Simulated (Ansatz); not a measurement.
# What BaCeSe3 (model cell, started as cubic perovskite with Ce in the octahedra) distorts into, part 2 of 2

Wanted: the energy along a soft mode of BaCeSe3 (model cell, started as cubic perovskite with Ce in the octahedra) and the structure at the end.

Ansatz 0.2.0; DFT PBEsol, scalar-relativistic, plane waves, PAW; PAW set soft_1.

So far, highest frequency on the path or at a solved wavevector (cm⁻¹): step 2 (the dispersion) 271. Also lowest frequency on the path (cm⁻¹): step 2 -70.3.

The structure was built from a prototype and need not be the compound's stable phase.

## 5. Energy along the mode, all amplitudes (two of the runs are shown above)

An imaginary frequency means negative curvature, so the energy should fall and then rise again as anharmonic terms take over.

This step gave:

```yaml
depth_at_the_lowest_point_sampled: 65.73 meV/atom
largest_atomic_shift_at_that_point: 0.6 Å
```

Table of energy from the parent by largest atomic shift:

| largest atomic shift (Å) | energy from the parent (meV/atom) |
| --- | --- |
| 0.000 | 0 |
| 0.040 | -0.459 |
| 0.080 | -1.82 |
| 0.140 | -5.49 |
| 0.220 | -13.1 |
| 0.320 | -25.9 |
| 0.450 | -45.2 |
| 0.600 | -65.7 |

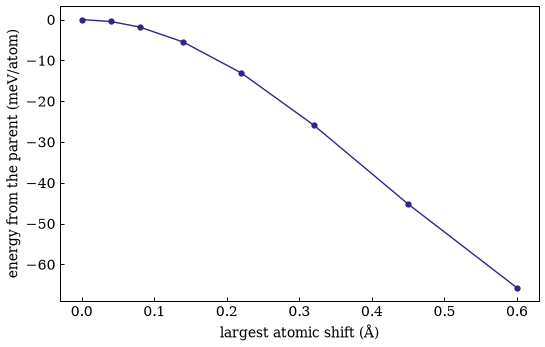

Energy from the parent against largest atomic shift.

Displacement at unit largest shift by atom:

| atom | x (Å) | y (Å) | z (Å) | size |
| --- | --- | --- | --- | --- |
| Ba1 | 0.00 | 0.00 | 0.00 | 0.00 |
| Ba2 | 0.00 | 0.00 | 0.00 | 0.00 |
| Ce3 | 0.00 | 0.00 | 0.00 | 0.00 |
| Ce4 | 0.00 | 0.00 | 0.00 | 0.00 |
| Se5 | -1.00 | 0.00 | 0.00 | 1.00 |
| Se6 | 1.00 | 0.00 | 0.00 | 1.00 |
| Se7 | 0.00 | 0.00 | 0.00 | 0.00 |
| Se8 | 0.00 | 0.00 | 0.00 | 0.00 |
| Se9 | 0.00 | 0.00 | 1.00 | 1.00 |
| Se10 | 0.00 | 0.00 | -1.00 | 1.00 |

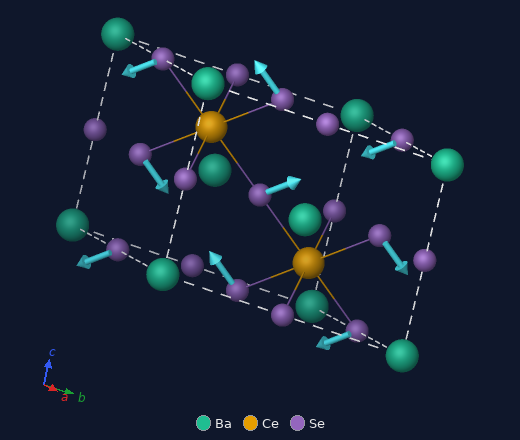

Displacement at unit largest shift as arrows, the longest 1 Å. Some periodic images of atoms are drawn too.

The lowest of the steps tried is the last one, at 0.6 Å, 65.7 meV/atom below the parent; the bottom of the well need not coincide with a step.

## 6. Relaxation from the frozen mode

Starting from the lowest point found, all atoms and the cell are let go, so that strain and other modes of the same symmetry can join in.

input.yaml

```yaml
crystal:
  lattice:
    - [5.4631095288, 5.4631095288, 0.0]
    - [5.4631095288, 0.0, 5.4631095288]
    - [5.4631095288, 0.0, -5.4631095288]
  atoms:
    - { symbol: Ba, position: [0.0, 0.0, 0.0] }
    - { symbol: Ba, position: [0.0, 0.5, 0.5] }
    - { symbol: Ce, position: [0.5, 0.25, 0.75] }
    - { symbol: Ce, position: [0.5, 0.75, 0.25] }
    - { symbol: Se, position: [0.5, -0.054913781, -0.054913781] }
    - { symbol: Se, position: [0.5, 0.554913781, 0.554913781] }
    - { symbol: Se, position: [0.0, 0.5, 0.0] }
    - { symbol: Se, position: [0.0, 0.0, 0.5] }
    - { symbol: Se, position: [0.5, 0.054913781, 0.445086219] }
    - { symbol: Se, position: [0.5, 0.445086219, 1.054913781] }
kpoints:
  mp_grid: { grid: [6, 6, 6] }
hamiltonian:
  xc: pbesol
  pseudopotentials: { kind: paw, azcp: { folder: soft_1 }, xc_functional: pbe }
scf:
  occupations: { method: fixed }
output:
  forces: true
  stress: true
  eigenvalues: true
relax:
  adjacent_minimum: "off"
  f_tol: 0.002
  max_steps: 120
  cell: { stress_tol: 0.03 }
```

Started as:

```
> ansatz run input.yaml --threads 4 --pin off --max-ram 16384MiB --backend cpu --events-out ev --progress --plain --runs-dir out
```

Numbers of over 12 decimals in the logs are rounded to 6 here.

Log:

```text
[...]
Crystal: 10 atoms, lattice volume = 326.099 Å³
Basis set: ecut = 420 eV, 6375 PW (Γ), exchange–correlation on 108×108×108 points (8 copies of the dense FFT grid, shifted against one another)
Bands: 84, of which v1, the nominal top of the filled ones, is band 70 counted from 1 (69 counted from 0)
Symmetry: 16 space group operations
[...]
k-points: 30 of 216
[...]
SCF iter   1: F=—  HF=-57275.391500 eV  |F-HF|=—  |Δ(HF+E_count)|=         —  Δρ=3.55e-1  dr2=6.76e2  ethr=3.10e-3  ⟨swp⟩=4.0  Hψ=7700  notcnv=0  defer=257
[...]
SCF iter  16: F=-57258.019305 eV  HF=-57258.019305 eV  |F-HF|=1.81e-8  |Δ(HF+E_count)|=   1.93e-8  Δρ=2.01e-6  dr2=2.04e-8  ethr=7.14e-11  ⟨swp⟩=11.2  Hψ=14201  notcnv=0
SCF 1 converged in 16 iterations: F = -57258.019305 eV  dr2 = 2.04e-8
[...]
relax step   1: F+E_penalty+E_count = -57258.01930503 eV  Δ(F+E_penalty+E_count) = +0.000e0 eV  max|allowed force component| = 2.871e-1 eV/Å  Δτ_max = 0.0000 Å  P = -1.121 GPa  Ω = 326.099 Å³  (16 SCF iters, dr2 threshold 1.00e-7 eV, accepted)
Crystal: 10 atoms, lattice volume = 314.570 Å³
Basis set: ecut = 420 eV, 6107 PW (Γ), exchange–correlation on 108×108×108 points (8 copies of the dense FFT grid, shifted against one another)
[...]
iter 1 solved again at ethr=1.87e-4 eV; its pass at ethr=3.10e-3 eV (dr2=2.62e-1 eV) is discarded
[...]
SCF iter   9: F=-57258.286058 eV  HF=-57258.286058 eV  |F-HF|=7.46e-8  |Δ(HF+E_count)|=   6.19e-8  Δρ=5.62e-6  dr2=1.64e-7  ethr=7.14e-10  ⟨swp⟩=9.2  Hψ=15593  notcnv=0
SCF 2 converged in 9 iterations: F = -57258.286058 eV  dr2 = 1.64e-7
[...]
relax step   2: F+E_penalty+E_count = -57258.28605779 eV  Δ(F+E_penalty+E_count) = -2.668e-1 eV  max|allowed force component| = 1.873e-1 eV/Å  Δτ_max = 0.1732 Å  P = -0.121 GPa  Ω = 314.570 Å³  energy of the carried Pulay correction = +5.717e-4 eV  (9 SCF iters, dr2 threshold 1.00e-6 eV, accepted)
Crystal: 10 atoms, lattice volume = 312.503 Å³
[...]
SCF iter   9: F=-57258.315803 eV  HF=-57258.315803 eV  |F-HF|=3.08e-8  |Δ(HF+E_count)|=   1.82e-7  Δρ=9.98e-6  dr2=3.11e-7  ethr=7.14e-10  ⟨swp⟩=11.7  Hψ=15650  notcnv=0
SCF 3 converged in 9 iterations: F = -57258.315803 eV  dr2 = 3.11e-7
[...]
relax step   3: F+E_penalty+E_count = -57258.31580289 eV  Δ(F+E_penalty+E_count) = -2.975e-2 eV  max|allowed force component| = 2.176e-1 eV/Å  Δτ_max = 0.1953 Å  P = -0.563 GPa  Ω = 312.503 Å³  energy of the carried Pulay correction = +6.764e-4 eV  (9 SCF iters, dr2 threshold 1.00e-6 eV, accepted)
[...]
relax step   4: F+E_penalty+E_count = -57258.34670368 eV  Δ(F+E_penalty+E_count) = -3.090e-2 eV  max|allowed force component| = 2.641e-2 eV/Å  Δτ_max = 0.0813 Å  P = +0.058 GPa  Ω = 310.332 Å³  energy of the carried Pulay correction = +7.871e-4 eV  (8 SCF iters, dr2 threshold 1.00e-6 eV, accepted)
[...]
relax step   5: F+E_penalty+E_count = -57258.34740861 eV  Δ(F+E_penalty+E_count) = -7.049e-4 eV  max|allowed force component| = 1.803e-3 eV/Å  Δτ_max = 0.0112 Å  P = +0.002 GPa  Ω = 310.380 Å³  energy of the carried Pulay correction = +7.846e-4 eV  (8 SCF iters, dr2 threshold 4.36e-8 eV, accepted)
Basis set: ecut = 420 eV, 6091 PW (Γ), exchange–correlation on 108×100×100 points (8 copies of the dense FFT grid, shifted against one another)
[...]
SCF iter   8: F=-57258.346526 eV  HF=-57258.346526 eV  |F-HF|=2.91e-11  |Δ(HF+E_count)|=  3.35e-10  Δρ=6.82e-8  dr2=2.23e-11  ethr=1.00e-12  ⟨swp⟩=11.0  Hψ=14227  notcnv=0
SCF 6 converged in 8 iterations: F = -57258.346526 eV  dr2 = 2.23e-11
relax step   6: F+E_penalty+E_count = -57258.34652566 eV  Δ(F+E_penalty+E_count) = +8.829e-4 eV  max|allowed force component| = 1.843e-3 eV/Å  Δτ_max = 0.0000 Å  P = +0.004 GPa  Ω = 310.380 Å³  stress off target by 2.37e-2 GPa  SCF on the basis re-selected at this cell (its energy is not comparable with the rows above)  (8 SCF iters)
basis re-selected at this cell: Δ(F+E_penalty+E_count) = +8.829e-4 eV, ΔP = +0.002 GPa vs the last step (what re-selecting the basis moved, of the pressure what is left beyond the Pulay correction that the steps carried, after the strain that the cell walked since its last selection, with what the two solves' SCF thresholds leave and, on support functions, any second-order correction that the steps lacked; it is no measure of the basis error at this ecutwfc). The dense FFT grid was sized anew with the basis: this SCF ran on 54×50×50 points, the steps before it on 54×54×54, so part of this shift can come from that change (see relax.cell in the input reference). [rest of the remark cut]
SCF converged after 8 iterations
Free energy (F): -57258.346526 eV
[...]
Internal energy: -57258.346526 eV  (E = F + TS)
E sigma→0 (E₀):  -57258.346526 eV
Fermi energy:    7.320003 eV
[...]
--- Forces (eV/Å), atoms counted from 1 ---
  atom   1  Ba    -0.00000000     0.00000000     0.00000000
  atom   2  Ba    -0.00000000     0.00000000     0.00000000
  atom   3  Ce     0.00000000     0.00000000     0.00000000
  atom   4  Ce     0.00000000     0.00000000    -0.00000000
  atom   5  Se    -0.00184291     0.00000000     0.00000000
  atom   6  Se     0.00184291     0.00000000     0.00000000
  atom   7  Se    -0.00000000     0.00000000    -0.00000000
  atom   8  Se    -0.00000000     0.00000000     0.00000000
  atom   9  Se     0.00000000     0.00000000     0.00184291
  atom  10  Se     0.00000000     0.00000000    -0.00184291
  max |Σ_I F_I| component: 3.71e-18 eV/Å
--- Stress (GPa, compression-positive) ---
       -0.005195       0.000000       0.000000
        0.000000       0.023719       0.000000
        0.000000       0.000000      -0.005195
  P = ⅓ Tr σ = 0.0044 GPa (0.044 kbar)
--- Band table (eV; the first three rows and the last of 30) ---
  k-point 0: bands = [... 66 lower, 7.2081, 7.2081, 7.2647, 7.2647, 8.3867, 8.4045, 8.4045, 8.4103, ... 10 higher]
  k-point 1: bands = [... 66 lower, 7.1040, 7.1181, 7.2250, 7.2643, 8.3888, 8.4078, 8.4280, 8.4306, ... 10 higher]
  k-point 2: bands = [... 66 lower, 6.8706, 6.9830, 7.2690, 7.2864, 8.3943, 8.4047, 8.4445, 8.4617, ... 10 higher]
  k-point 29: bands = [... 66 lower, 6.6811, 6.7299, 7.2575, 7.2575, 8.3894, 8.3915, 8.4322, 8.4322, ... 10 higher]
--- Relaxed structure (5 steps of the walk, 5 accepted, 1 SCFs on fresh bases) ---
  F+E_penalty+E_count = -57258.34652566 eV   max|allowed force component| = 1.843e-3 eV/Å   (the final SCF, on the basis selected at the relaxed cell)
  cell:  # Å, volume = 310.3802 Å³
    - [5.271765, 5.584083, 0.0]
    - [5.271765, 0, 5.271765]
    - [5.271765, 0, -5.271765]
  atoms:
    - { symbol: Ba, position: [0, -3.4928749158606696e-19, -6.350681665201211e-19] }
    - { symbol: Ba, position: [0, 0.5, 0.5] }
    - { symbol: Ce, position: [0.5, 0.250000, 0.75] }
    - { symbol: Ce, position: [0.5, 0.75, 0.250000] }
    - { symbol: Se, position: [0.5, -0.082226, -0.082226] }
    - { symbol: Se, position: [0.5, 0.582226, 0.582226] }
    - { symbol: Se, position: [0, 0.5, 0.0] }
    - { symbol: Se, position: [0, 0.0, 0.5] }
    - { symbol: Se, position: [0.5, 0.082226, 0.417774] }
    - { symbol: Se, position: [0.5, 0.417774, 1.082226] }
```

Run time: 1.9 min. Hardware: 4 threads of Arm Neoverse V2, shared host; peak memory 1.3 GiB.

Relaxation path:

| step | energy less that of the first step (eV) | largest force component (eV/Å) | pressure (GPa) | volume (Å³) |
| --- | --- | --- | --- | --- |
| 1 | 0.0000 | 0.2871 | -1.12 | 326.10 |
| 2 | -0.2668 | 0.1873 | -0.12 | 314.57 |
| 3 | -0.2965 | 0.2176 | -0.56 | 312.50 |
| 4 | -0.3274 | 0.0264 | 0.06 | 310.33 |
| 5 | -0.3281 | 0.0018 | 0.00 | 310.38 |
| 6* | -0.3272 | 0.0018 | 0.00 | 310.38 |

Relaxation steps marked * repeat the geometry before them on a plane-wave basis chosen anew for their cell, so energy and pressure can jump there.

The run keeps the 16 symmetry operations that it works with, so distortions that break them were not tested.

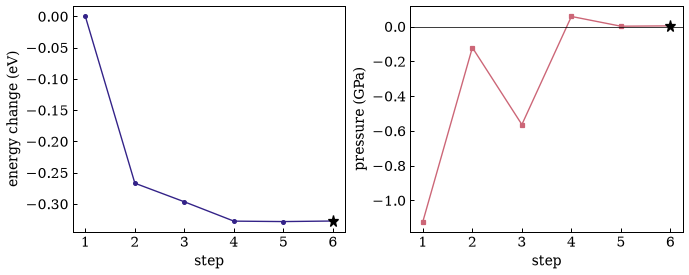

Energy and pressure along the relaxation. Stars mark steps on a basis chosen anew.

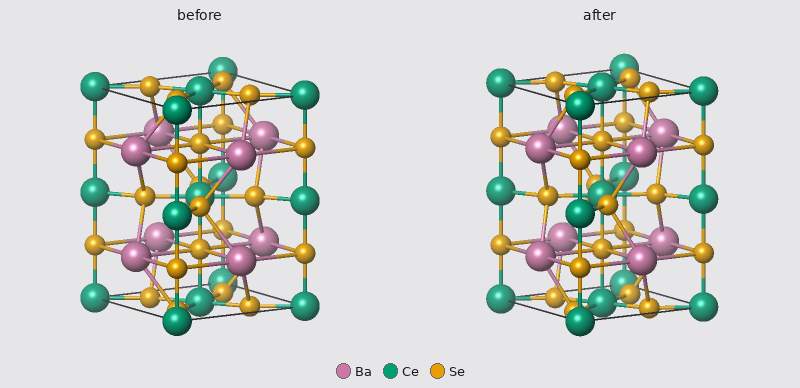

Before and after, at one scale.

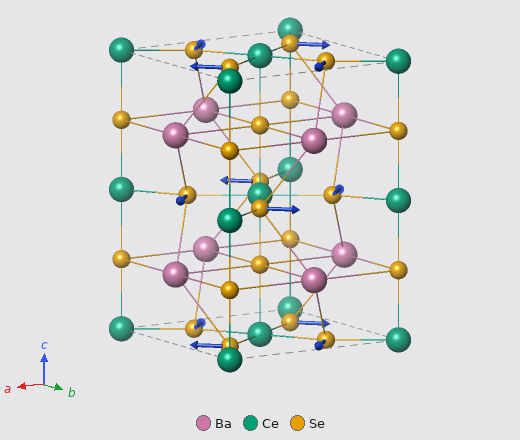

Displacements in the relaxation, exaggerated, measured against the changing cell; the longest in the cell stands for 0.29 Å. Some periodic images of atoms are drawn too.

| conventional cell, symmetrised | before | after | change |
| --- | --- | --- | --- |
| a (Å) | 7.726 | 7.455 | -3.5 % |
| b (Å) | 7.726 | 7.455 | -3.5 % |
| c (Å) | 10.926 | 11.168 | +2.2 % |
| volume (Å³/atom) | 32.61 | 31.04 | -4.8 % |

The atoms that moved most (Å, as changes of fractional coordinates times the final cell):

| atom | dx | dy | dz | length |
| --- | --- | --- | --- | --- |
| Se5 | -0.288 | 0.000 | 0.000 | 0.288 |
| Se6 | 0.288 | 0.000 | 0.000 | 0.288 |
| Se10 | 0.000 | 0.000 | -0.288 | 0.288 |
| Se9 | 0.000 | 0.000 | 0.288 | 0.288 |

Final coordinates:

```cif
data_structure
_symmetry_space_group_name_H-M 'P 1'
_symmetry_Int_Tables_number 1
_cell_length_a 7.6794
_cell_length_b 7.4554
_cell_length_c 7.4554
_cell_angle_alpha 90.000
_cell_angle_beta 60.960
_cell_angle_gamma 60.960
_cell_volume 310.38
loop_
_atom_site_label
_atom_site_type_symbol
_atom_site_fract_x
_atom_site_fract_y
_atom_site_fract_z
_atom_site_occupancy
Ba1 Ba 0.00000 0.00000 0.00000 1
Ba2 Ba 0.00000 0.50000 0.50000 1
Ce3 Ce 0.50000 0.25000 0.75000 1
Ce4 Ce 0.50000 0.75000 0.25000 1
Se5 Se 0.50000 0.91777 0.91777 1
Se6 Se 0.50000 0.58223 0.58223 1
Se7 Se 0.00000 0.50000 0.00000 1
Se8 Se 0.00000 0.00000 0.50000 1
Se9 Se 0.50000 0.08223 0.41777 1
Se10 Se 0.50000 0.41777 0.08223 1
```

Numbers from this step:

- pressure: 0.004443 GPa
- gap on the k-mesh: 1.065 eV
- volume per atom: 31.04 Å³

The distorted start has space group I4/mcm; the relaxation ends in I4/mcm.

## 7. The new phase in its own primitive cell

The relaxed structure is symmetrised, reduced to its primitive cell and relaxed tightly, as its phonons need.

input.yaml, the sections that differ from step 6:

```yaml
crystal:
  lattice:
    - [-3.7277007878, 3.7277007878, 5.5840829245]
    - [3.7277007878, -3.7277007878, 5.5840829245]
    - [3.7277007878, 3.7277007878, -5.5840829245]
  atoms:
    - { symbol: Ba, position: [0.75, 0.25, 0.5] }
    - { symbol: Ba, position: [0.25, 0.75, 0.5] }
    - { symbol: Ce, position: [0.0, 0.0, 0.0] }
    - { symbol: Ce, position: [0.5, 0.5, 0.0] }
    - { symbol: Se, position: [0.832226003, 0.332226003, 0.1644520059] }
    - { symbol: Se, position: [0.167773997, 0.667773997, 0.8355479941] }
    - { symbol: Se, position: [0.75, 0.75, 0.0] }
    - { symbol: Se, position: [0.25, 0.25, 0.0] }
    - { symbol: Se, position: [0.332226003, 0.167773997, 0.5] }
    - { symbol: Se, position: [0.667773997, 0.832226003, 0.5] }
relax:
  adjacent_minimum: "off"
  f_tol: 0.001
  max_steps: 60
  cell: { stress_tol: 0.01 }
# kpoints, hamiltonian, scf, output: as in step 6
```

Log:

```text
[...]
Crystal: 10 atoms, lattice volume = 310.380 Å³
Basis set: ecut = 420 eV, 6091 PW (Γ), exchange–correlation on 108×108×108 points (8 copies of the dense FFT grid, shifted against one another)
Bands: 84, of which v1, the nominal top of the filled ones, is band 70 counted from 1 (69 counted from 0)
Symmetry: 16 space group operations
[...]
k-points: 30 of 216
[...]
- { symbol: Ba, position: [0.250000, 0.75, 0.5] }
    - { symbol: Ce, position: [0, 0, 0] }
    - { symbol: Ce, position: [0.500000, 0.500000, 0] }
    - { symbol: Se, position: [0.832349, 0.332349, 0.164698] }
    - { symbol: Se, position: [0.167651, 0.667651, 0.835302] }
    - { symbol: Se, position: [0.750000, 0.750000, 0] }
    - { symbol: Se, position: [0.250000, 0.250000, 0] }
    - { symbol: Se, position: [0.332349, 0.167651, 0.5] }
    - { symbol: Se, position: [0.667651, 0.832349, 0.5] }
[key lines of the parts left out:]
SCF converged after 7 iterations
Free energy (F): -57258.346536 eV
Fermi energy:    7.320728 eV
P = ⅓ Tr σ = -0.0057 GPa (-0.057 kbar)
```

It took 64 s on 4 threads; peak memory 1.3 GiB; 4.2 min of CPU time.

Little changed from the start: no atom moved by 0.005 Å and no cell edge by 0.1 %.

Numbers from this step:

```yaml
pressure: -0.005748 GPa
gap_on_the_k_mesh: 1.063 eV
direct_gap_on_mesh: 1.078 eV
```

The largest force component left is 0.28 meV/Å and the pressure is -0.006 GPa, within the tolerances set. The cell now holds 31.04 Å³/atom.

## 8. Outcome

| Item | Value |
| --- | --- |
| unstable mode of the parent | q = (-0.5, -0.5, -0.5), 70i cm⁻¹ |
| depth at the lowest point sampled | 65.7 meV/atom |
| largest atomic shift at that point | 0.6 Å |
| space group reached (within 0.01 Å) | I4/mcm |
| energy gained over the parent (first relaxation, on the mesh of the frozen mode) | 98.5 meV/atom |
| volume per atom, phase reached | 31.0 Å³ |
| gap on the k-mesh, phase reached | 1.06 eV |

In words: Along this mode the structure falls into I4/mcm, 98.5 meV/atom below the parent. At the parent's cell the well is 65.73 meV/atom deep on the steps tried, with its lowest point at a shift of 0.6 Å. That is the last step tried, so the steps alone don't bracket the bottom of the well. Relaxing atoms and cell changes the gain by +32.72 meV/atom against the lowest step (energies at zero smearing). The modes of the phase reached were not computed on this path. Of the 4 patterns followed to their end from this parent, this one ends 1.94 meV/atom above the lowest, Imma. Each path keeps the symmetry of its pattern, so a lower phase may lie along a pattern not tried. The phonon runs are without spin polarisation, although Ce often carries a moment. The 4f shell is treated without a U, so valence and screening may be off. Spin-orbit coupling is left out, which can matter for the heavy elements here. The PAW files were made for PBE and serve the other functionals too. The starting cell was built on a prototype and not taken from a measurement, so the phase need not exist.

[Logs are printed without paths, hosts, clocks, repeated set-up lines and the standing remarks that a program may print on its own settings, such as how far it seeks lower states.]

[Hosts, paths, dates, database ids (printed as entryN), source tags and the programs' standing remarks are cut or masked in the printed files.]
